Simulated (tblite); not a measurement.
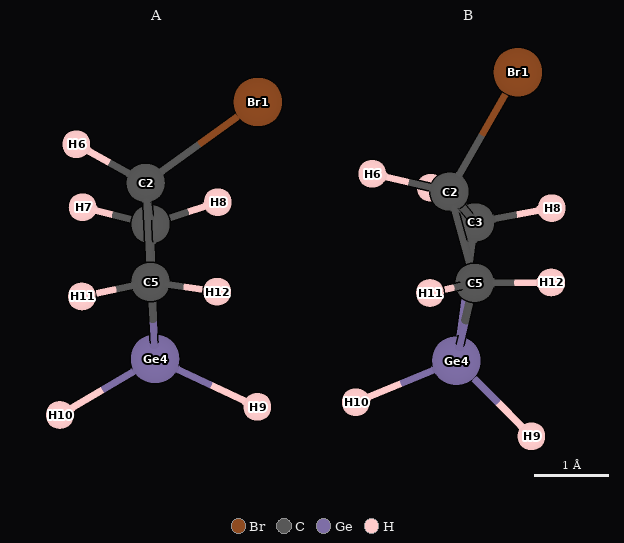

Two geometries of C₃H₇BrGe, drawn at one scale. One is the start of a relaxation, the other its converged end. A ball-and-stick model, seen from a free direction.

Theory: GFN2-xTB geometry optimisation, gas phase (tblite). 

### Which of the two is the end point?

Structure B is the relaxed one. The atom that moves furthest after the best rigid fit is Br1 (0.83 Å). Largest moves by element: Br 0.83 Å, H 0.67 Å, C 0.18 Å, Ge 0.15 Å. Some distances before and after: C3–Ge4 1.921 → 1.993 Å, Ge4–C5 1.932 → 1.994 Å, Ge4–H9 1.563 → 1.506 Å, Br1–C2 1.938 → 1.978 Å. Bond angles that change, for instance: H9–Ge4–H10 121.4° → 109.2°, Ge4–C5–H11 111.2° → 123.0°, Ge4–C3–H7 111.7° → 123.0°. Groups turn about C2–C5 by about 30°, C2–C3 by about 30°, C3–Ge4 by about 20°. Over 59 geometry steps the energy falls by 11.9 kcal/mol.
